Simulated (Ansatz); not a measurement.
# [BH4]− (SMILES [H][B-]([H])([H])[H]) at 6 levels

Wanted: a comparison of 6 runs (HF/6-31G, BLYP/6-31G, MP2/6-31G, BCCD(T)/3-21G, BCCD(T)/6-31G, FCI/6-31G) of [BH4]−. 

The results are computed with Ansatz 0.2.0.

## Step 1: The system as given

The species is [BH4]− (5 atoms), meant as a singlet with charge -1. As SMILES, `[H][B-]([H])([H])[H]`. The H3–B1 distance was set to 3.073 Å, away from the relaxed value. At this shape a bond of the SMILES string is far longer than usual.

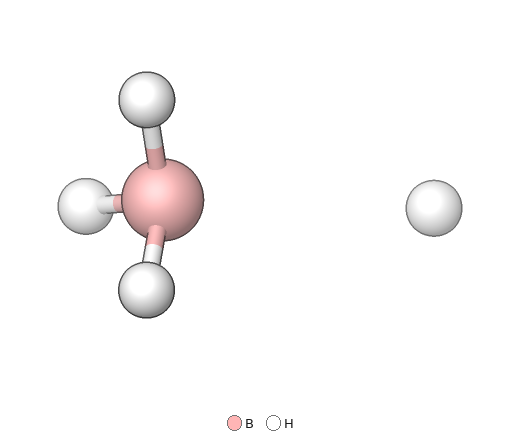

Viewed from a chosen angle; boron pink, hydrogen white.

## Step 2: The energy at HF/6-31G (run 1)

input.yaml

```yaml
crystal:
  periodic: [false, false, false]
  atoms:
    - {symbol: B, position_ang: [-1.732014, -0.018235, 0.631104]}
    - {symbol: H, position_ang: [-1.720134, -0.038625, 1.860274]}
    - {symbol: H, position_ang: [1.154650, 0.011840, -0.420810]}
    - {symbol: H, position_ang: [-2.319614, 0.989765, 0.243594]}
    - {symbol: H, position_ang: [-2.310944, -1.016925, 0.210464]}
basis:
  gaussian: {orbitals: 6-31G}
total_charge: -1
hamiltonian: {xc: hf}
accuracy: high
```

Started as:

```console
$ ansatz run input.yaml --threads 1 --pin off --max-ram 2610MiB --events-out events.jsonl --progress --plain --runs-dir runs
```

Standard output:

```text
Warning: RAYON_NUM_THREADS=1 ignored (pool sized by the plan → 1); use --threads N
Functional definition: HF
  name "HF"
  exchange = exact_x
  correlation = 0
409 factors; integrals over basis functions are off by at most 2.5e-9 eV
mean field evaluation 1: about -727.8651 eV, gradient 1.8e1 eV
mean field evaluation 2: about -727.8618 eV, gradient 1.8e1 eV
mean field evaluation 4: about -729.6809 eV, gradient 1.2e0 eV
mean field evaluation 8: about -729.6895 eV, gradient 6.4e-4 eV
mean field -729.68951224 eV, -26.8155949733 hartree, gradient 1.8e-8 eV, S^2 0.000000; 0 other end points of the search recorded, 0 dependent functions left out
reference -729.68951224 eV, -26.8155949733 hartree; 5, 5 occupied and 12, 12 virtual orbitals, 409 factors
Total energy: -729.68951224 eV, -26.8155949733 hartree
```

Wall time 0.1 s (1 thread of Arm Neoverse V2, shared host).

## Step 3: A single-point energy at BLYP/6-31G (run 2)

in.yaml

```yaml
crystal:
  periodic: [false, false, false]
  atoms:
    - symbol: B
      position_ang: [-1.732014, -0.018235, 0.631104]
    - symbol: H
      position_ang: [-1.720134, -0.038625, 1.860274]
    - symbol: H
      position_ang: [1.154650, 0.011840, -0.420810]
    - symbol: H
      position_ang: [-2.319614, 0.989765, 0.243594]
    - symbol: H
      position_ang: [-2.310944, -1.016925, 0.210464]
basis:
  gaussian: {orbitals: 6-31G}
total_charge: -1
hamiltonian: {xc: {name: BLYP}}
accuracy: high
```

Started as:

```console
$ ansatz run in.yaml --threads 1 --pin off --max-ram 2610MiB --events-out events.jsonl --progress --plain --runs-dir runs
```

Standard output:

```text
Warning: RAYON_NUM_THREADS=1 ignored (pool sized by the plan → 1); use --threads N
Functional definition: BLYP
  name "BLYP"
  parameter beta = 0.0042
  parameter a = 0.04918
  parameter b = 0.132
  parameter c = 0.2533
  parameter d = 0.349
  exchange = b88_x(beta = beta)
  correlation = lyp_c(a = a, b = b, c = c, d = d)
409 factors; integrals over basis functions are off by at most 2.5e-9 eV
mean field evaluation 1: about -734.5457 eV, gradient 1.7e1 eV
mean field evaluation 2: about -715.8981 eV, gradient 4.6e1 eV
mean field evaluation 4: about -736.8560 eV, gradient 3.1e0 eV
mean field evaluation 8: about -736.8560 eV, gradient 3.1e0 eV
mean field evaluation 16: about -736.8909 eV, gradient 3.4e-7 eV
mean field -736.89093886 eV, -27.0802425206 hartree, gradient 5.6e-9 eV, S^2 0.000000; 0 other end points of the search recorded, 0 dependent functions left out
reference -736.89097994 eV, -27.0802440303 hartree; 5, 5 occupied and 12, 12 virtual orbitals, 409 factors
Total energy: -736.89097994 eV, -27.0802440303 hartree
```

Run time: 0.62 s. Hardware: 1 thread of Arm Neoverse V2, shared host.

Runs 3 to 4 aren't shown in full; the table further down has their settings and results.

## Step 4: A single-point energy at BCCD(T)/6-31G (run 5)

run.yaml

```yaml
crystal:
  periodic: [false, false, false]
  atoms:
    - {symbol: B, position_ang: [-1.732014, -0.018235, 0.631104]}
    - {symbol: H, position_ang: [-1.720134, -0.038625, 1.860274]}
    - {symbol: H, position_ang: [1.154650, 0.011840, -0.420810]}
    - {symbol: H, position_ang: [-2.319614, 0.989765, 0.243594]}
    - {symbol: H, position_ang: [-2.310944, -1.016925, 0.210464]}
basis:
  gaussian: {orbitals: 6-31G}
total_charge: -1
correlation: {method: bccd_t, frozen_orbitals: {B: 1, H: 0}}
accuracy: high
scf: {omitted_lower_state_checks: [cluster_reference, increment]}
```

Started as:

```console
$ ansatz run run.yaml --threads 1 --pin off --max-ram 2610MiB --events-out events.jsonl --progress --plain --runs-dir runs
```

Standard output:

```text
Warning: RAYON_NUM_THREADS=1 ignored (pool sized by the plan → 1); use --threads N
[... 11 lines left out ...]
1 core orbitals not correlated: weight in the atoms' cores, before any rotation towards them, 1.000 or more for the frozen orbitals, at most 0.000 for the correlated occupied ones
[... 27 lines left out ...]
Total energy: -732.76152157 eV, -26.9284892340 hartree
Checks for a lower state left out: cluster_reference, increment
```

Run time: 0.18 s. Hardware: 1 thread of Arm Neoverse V2, shared host.

## Step 5: A single-point energy at FCI/6-31G (run 6)

job.yaml

```yaml
crystal:
  periodic: [false, false, false]
  atoms:
    - {symbol: B, position_ang: [-1.732014, -0.018235, 0.631104]}
    - {symbol: H, position_ang: [-1.720134, -0.038625, 1.860274]}
    - {symbol: H, position_ang: [1.154650, 0.011840, -0.420810]}
    - {symbol: H, position_ang: [-2.319614, 0.989765, 0.243594]}
    - {symbol: H, position_ang: [-2.310944, -1.016925, 0.210464]}
basis:
  gaussian:
    orbitals: 6-31G
total_charge: -1
correlation:
  method: fci
  frozen_orbitals: {B: 1, H: 0}
accuracy: high
```

Started as:

```console
$ ansatz run job.yaml --threads 1 --pin off --max-ram 2610MiB --events-out events.jsonl --progress --plain --runs-dir runs
```

Standard output:

```text
Warning: RAYON_NUM_THREADS=1 ignored (pool sized by the plan → 1); use --threads N
[... 4 set-up lines as earlier in the session ...]
409 factors; integrals over basis functions are off by at most 2.5e-9 eV
mean field evaluation 1: about -727.8651 eV, gradient 1.8e1 eV
mean field evaluation 2: about -727.8618 eV, gradient 1.8e1 eV
mean field evaluation 4: about -729.6809 eV, gradient 1.2e0 eV
mean field evaluation 8: about -729.6895 eV, gradient 6.4e-4 eV
mean field -729.68951224 eV, -26.8155949733 hartree, gradient 1.8e-8 eV, S^2 0.000000; 0 other end points of the search recorded, 0 dependent functions left out; unrestricted orbitals would lower it
mean field evaluation 16: about -730.0195 eV, gradient 8.8e-1 eV
1 core orbitals not correlated: weight in the atoms' cores, before any rotation towards them, 1.000 or more for the frozen orbitals, at most 0.000 for the correlated occupied ones
reference -729.68951224 eV, -26.8155949733 hartree; 4, 4 occupied and 12, 12 virtual orbitals, 409 factors
state -732.77962507 eV, -26.9291545254 hartree
Total energy: -732.77962507 eV, -26.9291545254 hartree
```

Run time: 12 s. Hardware: 1 thread of Arm Neoverse V2, shared host; peak memory 0.32 GiB.

## Step 6: The series

```tsv
run	level	frozen core orbitals	energy (Eh)	wall time
1	HF/6-31G	–	-26.815595	0.1 s
2	BLYP/6-31G	–	-27.080244	0.62 s
3	MP2/6-31G	1	-26.891510	0.1 s
4	BCCD(T)/3-21G	1	-26.785250	0.16 s
5	BCCD(T)/6-31G	1	-26.928489	0.18 s
6	FCI/6-31G	1	-26.929155	12 s
```

## Step 7: Summary of results

| quantity | value |
| --- | --- |
| run 6: total energy | -26.92915 Eh |
| run 6: correlation energy (1 core orbital frozen) | -113.6 mEh |

Against full CI in this basis: HF +113.6 mEh; MP2 +37.6 mEh; BCCD(T) +0.7 mEh. In runs 3, 4, 5 the log says that unrestricted orbitals would lower the reference, so the values rest on an unstable closed-shell determinant (other closed-shell runs at this shape may share the fault). All runs together took 13 s, the longest 12 s.
